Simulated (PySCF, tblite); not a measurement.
**CHCl2F, a small molecule taken as a stand-in for a surface group (C site with back bonds F, Cl, Cl): NMR shifts, core binding energies and electronic excitations**

Wanted: the NMR shifts, core binding energies and electronic excitations for `FC(Cl)Cl`.

Computed with tblite 0.8.0 and PySCF 2.14.0; each step states its level. No surroundings beyond the atoms listed, unless a continuum is named. Atoms count from 0, parts from 1.

## 1. The system as given

5 atoms, charge 0, multiplicity 1; geometry: distance geometry start.

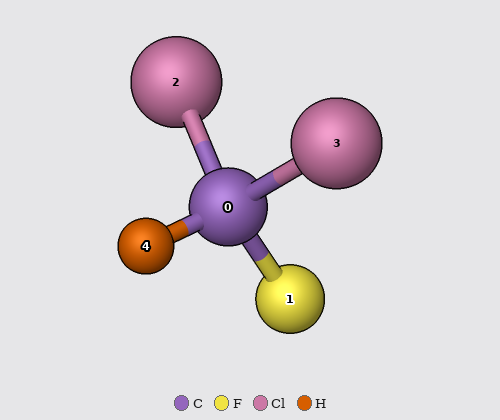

The starting geometry (carbon purple, fluorine yellow, chlorine pink, hydrogen orange), atoms numbered.

## 2. Geometry optimisation with GFN2-xTB

The job: settings as JSON, then the geometry in Å.

```
{"job": {"kind": "relax", "xc": "GFN2-xTB", "basis": "xTB"}, "charge": 0, "multiplicity": 1}
C     -0.009892     0.111735     0.083514
F     -0.130451     1.218236    -0.722541
Cl     1.484720    -0.765557    -0.261864
Cl    -1.370725    -0.964508    -0.253899
H     -0.027685     0.385215     1.151167
```

Level: GFN2-xTB geometry optimisation, gas phase.

The run is started by

```
$ OMP_NUM_THREADS=1 python cluster_run.py task.json out
```

One launch serves the whole session: the jobs run in the order shown.

Output:

```text
step      E/eV     max force
  0    -448.00752    1.143
  1    -448.02785    0.550
  2    -448.03888    0.447
  3    -448.04347    0.350
  4    -448.04785    0.078
  5    -448.04807    0.055
  6    -448.04834    0.049
  7    -448.04848    0.039
  8    -448.04858    0.033
  9    -448.04862    0.019
 10    -448.04864    0.012
 11    -448.04864    0.006
```

It took 0.06 s on 1 thread of Arm Neoverse V1, shared host.

Step by step:

```tsv
step	energy from step 0 (eV)	largest force (eV/Å)
0	0.0000	1.1434
1	-0.0203	0.5497
2	-0.0314	0.4473
3	-0.0360	0.3503
4	-0.0403	0.0777
5	-0.0405	0.0553
6	-0.0408	0.0486
7	-0.0410	0.0391
8	-0.0411	0.0331
9	-0.0411	0.0192
10	-0.0411	0.0118
11	-0.0411	0.0062
```

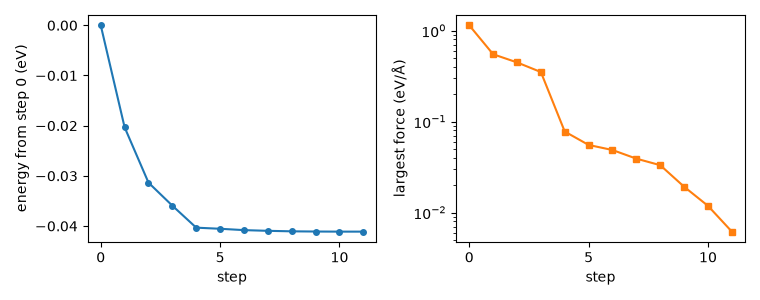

Energy and force, step by step.

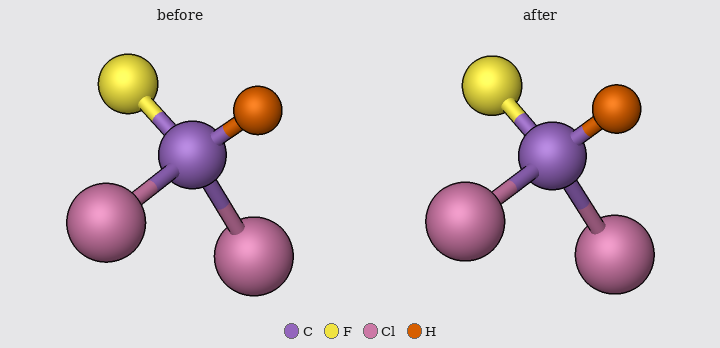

The geometry before (left) and after (right).

Close pairs (by a distance rule), those that changed most:

```tsv
bond	before (Å)	after (Å)	change (Å)
C0–F1	1.374	1.342	-0.033
C0–H4	1.102	1.096	-0.007
C0–Cl2	1.767	1.773	+0.006
C0–Cl3	1.767	1.773	+0.005
```

## 3. Relaxing the molecule at PBE0-D3(BJ)/def2-SVP

The job: settings as JSON, then the geometry in Å.

```
{"job": {"xc": "PBE0", "basis": "def2-SVP", "d3": "d3bj", "grid": 2, "kind": "geom", "shake": 0.01}, "charge": 0, "multiplicity": 1}
C      0.013510     0.071776     0.084648
F     -0.101589     1.186897    -0.692894
Cl     1.497224    -0.738924    -0.279614
Cl    -1.358188    -0.956774    -0.253732
H     -0.026008     0.400200     1.120887
```

Output:

```text
step   0  E = -1058.09934876  max force = 0.022693
step   1  E = -1058.10080005  max force = 0.011312
step   2  E = -1058.10105597  max force = 0.004033
step   3  E = -1058.10110963  max force = 0.000764
step   4  E = -1058.10111304  max force = 0.000260
optimisation converged
```

Wall time 9.4 s (1 thread of Arm Neoverse V1, shared host); peak memory 0.35 GiB.

Step by step:

```tsv
step	energy from step 0 (eV)	largest force component (eV/Å)
0	0.0000	1.1669
1	-0.0395	0.5817
2	-0.0465	0.2074
3	-0.0479	0.0393
4	-0.0480	0.0134
```

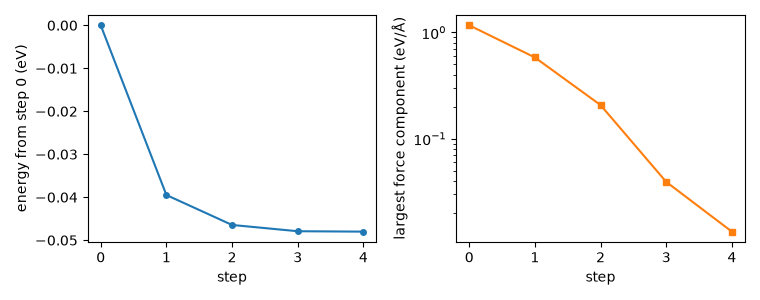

Energy and largest force along the relaxation.

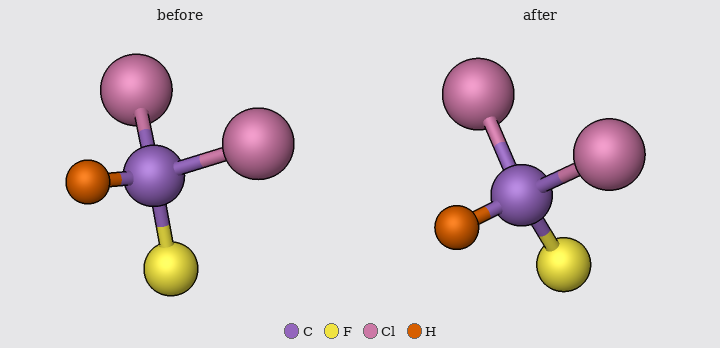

Before and after, at one scale.

Close pairs (by a distance rule), those that changed most:

```tsv
bond	before (Å)	after (Å)	change (Å)
C0–Cl2	1.730	1.767	+0.037
C0–F1	1.364	1.333	-0.032
C0–Cl3	1.748	1.766	+0.018
C0–H4	1.088	1.098	+0.010
```

The end geometry stands in the next job.

```tsv
at the end point	value
point group (found at 0.08 Å tolerance)	Cs
rotational constants (GHz, main isotopes)	7.015, 3.282, 2.339
dipole moment (D)	1.31
```

## 4. Shielding tensors: PBE0/pcSseg-2

The job: settings as JSON, then the geometry in Å.

```
{"job": {"kind": "nmr", "xc": "PBE0", "basis": "pcSseg-2"}, "charge": 0, "multiplicity": 1}
C     -0.003523     0.111731     0.018885
F     -0.003108     0.843298    -1.095068
Cl     1.510693    -0.790331     0.137829
Cl    -1.400804    -0.967851     0.021223
H     -0.077940     0.767542     0.896282
```

With the program's defaults for keys left out, this is: GIAO PBE0/pcSseg-2 NMR shielding, non-relativistic, gas phase.

Output:

```text
coarse grid: 6040 points
cycle   1  E = -1058.5178791537  dE =  4.929e-01  |g| = 6.202e-01  |ddm| = 1.567e+00
cycle   2  E = -1058.3962870015  dE =  1.216e-01  |g| = 1.042e+00  |ddm| = 8.065e-01
cycle   3  E = -1058.5940337475  dE = -1.977e-01  |g| = 3.766e-02  |ddm| = 5.072e-01
cycle   4  E = -1058.5942299272  dE = -1.962e-04  |g| = 1.955e-02  |ddm| = 4.088e-02
cycle   5  E = -1058.5943071210  dE = -7.719e-05  |g| = 3.219e-03  |ddm| = 1.709e-02
cycle   6  E = -1058.5943082306  dE = -1.110e-06  |g| = 1.826e-03  |ddm| = 2.438e-03
final grid: 51680 points
cycle   7  E = -1058.6025301370  dE = -5.108e-05  |g| = 6.186e-03  |ddm| = 1.755e-02
cycle   8  E = -1058.6025258319  dE =  4.305e-06  |g| = 6.631e-03  |ddm| = 6.695e-03
cycle   9  E = -1058.6025351340  dE = -9.302e-06  |g| = 1.785e-03  |ddm| = 4.819e-03
cycle  10  E = -1058.6025357338  dE = -5.998e-07  |g| = 1.571e-04  |ddm| = 1.164e-03
cycle  11  E = -1058.6025357375  dE = -3.749e-09  |g| = 5.803e-05  |ddm| = 1.261e-04
cycle  12  E = -1058.6025357380  dE = -4.402e-10  |g| = 1.929e-05  |ddm| = 3.204e-05
converged SCF energy = -1058.6025357380

GIAO shielding tensors (ppm)
atom      isotropic    diamagn.    paramagn.     s11        s22        s33       span
  0 C       62.151     236.503    -174.353     25.147     69.674     91.631     66.485
  1 F      263.947     467.297    -203.350    170.220    300.956    320.666    150.445
  2 Cl     582.317    1145.678    -563.361    266.422    488.433    992.097    725.675
  3 Cl     583.031    1145.688    -562.658    267.938    489.460    991.693    723.755
  4 H       23.746      27.184      -3.438     20.360     23.393     27.486      7.126
```

Run time: 9.4 s. Hardware: 1 thread of Arm Neoverse V1, shared host; peak memory 0.71 GiB.

The references, computed at this level on geometries of the same kind, shield at (ppm): $^{1}$H TMS 31.25, $^{13}$C TMS 184.1, $^{19}$F CFCl3 175.8, $^{35}$Cl HCl 941. Their shielding less the atom's gives the shift. The references are single molecules in the gas phase, so shifts against H2O, NH3, PH3, H3PO4 or CFCl3 are not on the usual liquid scales and can be off by tens of ppm. Atoms listed in one row are averaged.

```tsv
atoms	environment	σ (ppm)	δ (ppm)
C0	carbon bonded to 2 Cl, F, H	62.2	122.0
H4	hydrogen on a carbon bonded to 2 Cl, F	23.75	7.50
F1	fluorine bonded to C	263.9	-88.1
Cl2, Cl3	chlorine bonded to C	583	358
```

Charges from the same density, by scheme (e):

```tsv
atoms	Mulliken	IAO	Hirshfeld	ESP fit
C0	0.31	0.17	0.10	-0.22
F1	-0.21	-0.26	-0.08	-0.02
Cl2, Cl3	-0.09	-0.05	-0.04	-0.01
```

Hirshfeld charges:

```tsv
atom	value (e)
C0	0.10
F1	-0.08
Cl2	-0.04
Cl3	-0.04
H4	0.06
```

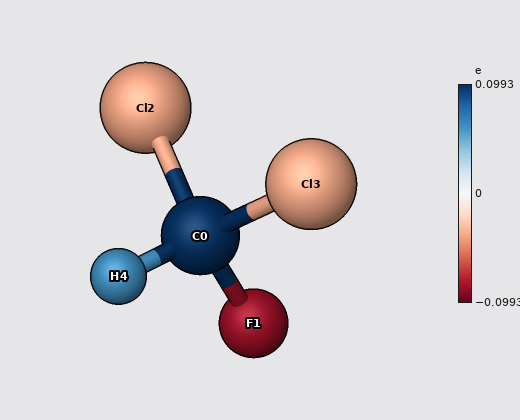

Hirshfeld charges, as colours on the atoms.

Mayer bond orders: C0–F1 1.02, C0–Cl2 1.08, C0–Cl3 1.08.

## 5. X-ray photoelectron lines: SCAN, X2C

Settings changed since step 4:

```diff
@@ -1,2 +1,2 @@
-{"job": {"kind": "nmr", "xc": "PBE0", "basis": "pcSseg-2"}, "charge": 0, "multiplicity": 1}
+{"job": {"kind": "xps", "holes": 5}, "charge": 0, "multiplicity": 1}
 C     -0.003523     0.111731     0.018885
```

Method: delta-SCF UKS SCAN, pcX-2 on the ionised atom, pcseg-1 elsewhere, spin-free X2C.

Output:

```text
ground state, core basis on atom 0 (C), 100 functions
  cycle   1  E = -1061.51785379  |g| = 5.26e-01
  cycle   2  E = -1061.37529285  |g| = 1.01e+00
  cycle   3  E = -1061.57214578  |g| = 4.99e-02
  cycle   4  E = -1061.57267675  |g| = 2.01e-02
  cycle   5  E = -1061.57278075  |g| = 4.30e-03
  cycle   6  E = -1061.57278357  |g| = 3.52e-03
  cycle   7  E = -1061.57278937  |g| = 5.91e-04
  cycle   8  E = -1061.57278800  |g| = 9.67e-05
  E(ground) = -1061.57528036 Eh
hole in C 1s of atom 0
  cycle   1  E = -1050.11210486  |g| = 1.51e+00
  cycle   2  E = -1048.01158723  |g| = 2.62e+00
  cycle   3  E = -1050.53015329  |g| = 5.36e-01
  cycle   4  E = -1050.60926111  |g| = 3.92e-01
  cycle   5  E = -1050.66877950  |g| = 1.43e-01
  cycle   6  E = -1050.67550590  |g| = 1.78e-02
  cycle   7  E = -1050.67567017  |g| = 6.22e-03
  cycle   8  E = -1050.67571058  |g| = 2.83e-03
  cycle   9  E = -1050.67572427  |g| = 1.54e-03
  cycle  10  E = -1050.67572531  |g| = 4.97e-04
  E(ion) = -1050.67250277 Eh   <S^2> = 0.7868   hole on atom = 1.000   binding energy = 296.680 eV
ground state, core basis on atom 1 (F), 100 functions
  cycle   1  E = -1061.60752578  |g| = 1.19e-01
  cycle   2  E = -1061.60691414  |g| = 7.80e-02
  cycle   3  E = -1061.60712910  |g| = 6.90e-02
  cycle   4  E = -1061.60779300  |g| = 1.69e-03
  cycle   5  E = -1061.60779327  |g| = 5.72e-04
  cycle   6  E = -1061.60779233  |g| = 1.72e-04
  E(ground) = -1061.61386835 Eh
hole in F 1s of atom 1
  cycle   1  E = -1035.20323858  |g| = 2.58e+00
  cycle   2  E = -1034.65950124  |g| = 2.37e+00
  cycle   3  E = -1035.80779121  |g| = 7.34e-01
  cycle   4  E = -1035.94929627  |g| = 5.42e-01
  cycle   5  E = -1036.09330122  |g| = 4.48e-02
  cycle   6  E = -1036.09400393  |g| = 1.70e-02
  cycle   7  E = -1036.09415411  |g| = 2.47e-03
  cycle   8  E = -1036.09415591  |g| = 7.30e-04
  cycle   9  E = -1036.09415694  |g| = 2.76e-04
  E(ion) = -1036.10406860 Eh   <S^2> = 0.7575   hole on atom = 1.000   binding energy = 694.157 eV
ground state, core basis on atom 2 (Cl), 111 functions
  cycle   1  E = -1061.74549274  |g| = 4.90e-01
  cycle   2  E = -1061.74388018  |g| = 1.35e-01
  cycle   3  E = -1061.74012318  |g| = 2.00e-01
  cycle   4  E = -1061.74657898  |g| = 1.04e-02
  cycle   5  E = -1061.74659194  |g| = 2.61e-03
  cycle   6  E = -1061.74659263  |g| = 8.80e-04
  cycle   7  E = -1061.74659240  |g| = 1.86e-04
  E(ground) = -1061.73737334 Eh
hole in Cl 2p of atom 2
  cycle   1  E = -1053.65252857  |g| = 1.70e+00
  cycle   2  E = -1053.25755235  |g| = 1.49e+00
  cycle   3  E = -1053.90931559  |g| = 5.67e-01
  cycle   4  E = -1054.08995415  |g| = 1.98e-01
  cycle   5  E = -1054.10283495  |g| = 1.04e-01
  cycle   6  E = -1054.10754794  |g| = 2.49e-02
  cycle   7  E = -1054.10773235  |g| = 1.50e-02
  cycle   8  E = -1054.10782114  |g| = 2.85e-03
  cycle   9  E = -1054.10782426  |g| = 4.63e-04
  E(ion) = -1054.10646580 Eh   <S^2> = 0.7523   hole on atom = 1.001   binding energy = 207.648 eV
  2p3/2 = 207.044 eV   2p1/2 = 208.698 eV
```

Run time: 7.9 s. Hardware: 1 thread of Arm Neoverse V1, shared host; peak memory 0.44 GiB.

Binding energies by hole, beside the orbital energy of the ground state; the difference holds orbital relaxation and, for a density functional, its self-interaction error:

```tsv
hole	stands for	environment	ΔSCF (eV; 2p as the shell's mean)	−ε (eV)	⟨S²⟩
C1s on C0	C0	carbon bonded to 2 Cl, F, H	296.68	279.5	0.787
F1s on F1	F1	fluorine bonded to C	694.16	668.1	0.758
Cl2p on Cl2	Cl2, Cl3	chlorine bonded to C	207.60	194.2	0.752
```

Each hole run stands for the others of its class of like atoms.

With the spin-orbit splitting: Cl2 2p3/2 207.04, 2p1/2 208.70 eV. The table gives each 2p level as the mean over the whole 2p shell (two parts 2p3/2, one part 2p1/2), which differs a little from the single hole in the log.

## 6. Excited states and response: CAM-B3LYP/def2-SVPD

Settings changed since step 5:

```diff
@@ -1,2 +1,2 @@
-{"job": {"kind": "xps", "holes": 5}, "charge": 0, "multiplicity": 1}
+{"job": {"kind": "uv", "xc": "CAM-B3LYP", "basis": "def2-SVPD", "nstates": 6, "ntriplets": 2, "ip": true}, "charge": 0, "multiplicity": 1}
 C     -0.003523     0.111731     0.018885
```

Method: TDDFT CAM-B3LYP/def2-SVPD, vertical, gas phase, core orbitals frozen in the response.

Output:

```text
coarse grid: 6040 points
cycle   1  E = -1058.3219792809  dE =  5.261e-01  |g| = 6.923e-01  |ddm| = 2.526e+00
cycle   2  E = -1058.2466078021  dE =  7.537e-02  |g| = 9.704e-01  |ddm| = 1.592e+00
cycle   3  E = -1058.4346810770  dE = -1.881e-01  |g| = 3.012e-02  |ddm| = 9.313e-01
cycle   4  E = -1058.4348543089  dE = -1.732e-04  |g| = 2.413e-02  |ddm| = 7.952e-02
cycle   5  E = -1058.4349591913  dE = -1.049e-04  |g| = 5.012e-03  |ddm| = 2.108e-02
cycle   6  E = -1058.4349663209  dE = -7.130e-06  |g| = 8.821e-04  |ddm| = 9.347e-03
final grid: 51680 points
cycle   7  E = -1058.5476356856  dE = -1.143e-05  |g| = 3.253e-03  |ddm| = 1.835e-02
cycle   8  E = -1058.5476354185  dE =  2.671e-07  |g| = 3.639e-03  |ddm| = 5.025e-03
cycle   9  E = -1058.5476374826  dE = -2.064e-06  |g| = 3.793e-04  |ddm| = 2.557e-03
cycle  10  E = -1058.5476375126  dE = -3.000e-08  |g| = 5.670e-05  |ddm| = 5.457e-04
cycle  11  E = -1058.5476375139  dE = -1.225e-09  |g| = 1.037e-05  |ddm| = 1.357e-04
cycle  12  E = -1058.5476375139  dE = -4.820e-11  |g| = 4.138e-06  |ddm| = 3.275e-05
converged SCF energy = -1058.5476375139

Static polarisability (au): isotropic 43.166, principal 35.975 40.569 52.954

Singlet excitations
state   eV       nm        f      main configurations
  1   7.1818    172.6   0.01458   H->L 0.87
  2   7.4370    166.7   0.00318   H-1->L 0.84
  3   7.5075    165.1   0.00032   H-2->L 0.82, H-1->L+1 0.09
  4   7.9286    156.4   0.00067   H-3->L 0.49, H->L+1 0.36
  5   8.6366    143.6   0.00166   H->L+1 0.39, H-3->L 0.27, H-2->L+1 0.13
  6   8.7851    141.1   0.00006   H->L+2 0.43, H-1->L+1 0.36

Triplet excitations (Tamm-Dancoff, eV): 6.4108 6.6995
Vertical ionisation energy (delta-SCF) = 11.8890 eV
```

Run time: 25 s. Hardware: 1 thread of Arm Neoverse V1, shared host; peak memory 0.46 GiB.

Frontier orbitals and where they lie:

```tsv
orbital	eV	atoms
HOMO−3	-11.75	Cl3 41 %, Cl2 41 %, C0 9 %
HOMO−2	-11.12	Cl3 44 %, Cl2 43 %, C0 8 %
HOMO−1	-11.00	Cl2 39 %, Cl3 38 %, C0 14 %
HOMO	-10.66	Cl2 48 %, Cl3 48 %
LUMO	0.49	Cl2 35 %, Cl3 35 %, C0 22 %
LUMO+1	1.33	Cl2 38 %, Cl3 37 %, C0 20 %
LUMO+2	1.36	Cl3 28 %, Cl2 27 %, C0 21 %
```

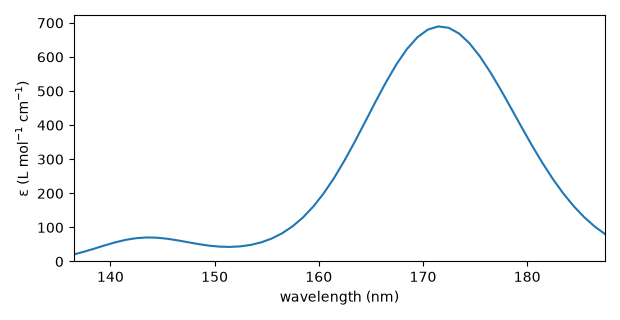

Absorption spectrum: each of the 6 states is a Gaussian band of 0.4 eV half-width at 1/e. Beyond the last state computed it falls off for lack of states.

Further results of this job:

```tsv
property	computed
dipole moment (D)	1.30
polarisability (Å³)	6.40
HOMO–LUMO gap (eV)	11.15
−ε(HOMO) (eV)	10.66
```

## 7. Results

| quantity | value |
| --- | --- |
| point group | Cs |
| rotational constants (main isotopes) | 7.02, 3.28, 2.34 GHz |
| $^{13}$C shifts against TMS (PBE0/pcSseg-2) | 122.0 ppm |
| $^{1}$H shifts against TMS (PBE0/pcSseg-2) | 7.50 ppm |
| $^{19}$F shifts against CFCl3 (PBE0/pcSseg-2) | -88.1 ppm |
| $^{35}$Cl shifts against HCl (PBE0/pcSseg-2, means over atoms taken as alike) | 358 ppm |
| C1s binding energies, SCAN/pcX-2 | C0 296.68 eV |
| F1s binding energies, SCAN/pcX-2 | F1 694.16 eV |
| Cl2p binding energies, SCAN/pcX-2 | Cl2 207.60 eV |
| lowest singlet (CAM-B3LYP/def2-SVPD) | 7.18 eV (173 nm), f = 0.015 |
| lowest triplet | 6.41 eV |
| vertical ionisation energy (ΔSCF) | 11.89 eV |

What this shows: Relaxing lowered the energy by 0.048 eV in 4 steps; the close pair that moved most is C0–Cl2, from 1.730 to 1.767 Å (PBE0/def2-SVP). No frequency check was run at this level, so the end point may be a saddle. C0 stands next to heavy halogen, whose spin-orbit shielding this run leaves out, so the computed shift lies too far downfield, most of all for carbon beside Br or I. At PBE0/pcSseg-2: The widest tensor belongs to Cl2, Cl3: span 725 ppm, with a paramagnetic part of -563 ppm. The lowest singlet, at 7.18 eV, is HOMO→LUMO 0.87 and is weak. The lowest triplet lies 0.77 eV below the lowest singlet (triplets in Tamm-Dancoff, singlets in full TDDFT). ΔSCF puts the ionisation energy at 11.89 eV, 1.23 eV above −ε(HOMO).
